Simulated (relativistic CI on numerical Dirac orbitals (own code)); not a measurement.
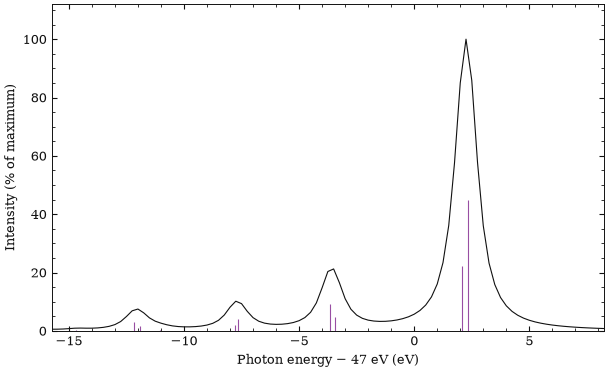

O₂,₃ X-ray absorption of Hf⁴⁺ (hafnium, Z = 72), [Xe] 4f¹⁴, in a field of D3d symmetry with 10Dq = 37,000, Dσ = 1,010, Dτ = −440 cm⁻¹. Sticks are the strongest transitions, on a scale of their own. Multiplet model: relativistic Dirac–Coulomb–Breit theory, one configuration a step, Slater integrals scaled by 1, 300 K, Voigt broadening (Lorentzian 1 eV, Gaussian 0.3 eV full widths), computed with a radial Dirac CI code.

What does the spectrum show?

The main maxima lie at 35.0 eV (7), 39.3 eV (10), 43.4 eV (21) and 49.3 eV (100), heights in % of the largest; the centroid is at 46.8 eV. The ground state has S = 0.00.

Limits of the model: free-ion energies, so absolute edge positions are off by a few eV from solids; core and valence shell share one n, so the strongest features autoionise and are far broader and can lie several eV off in experiment.
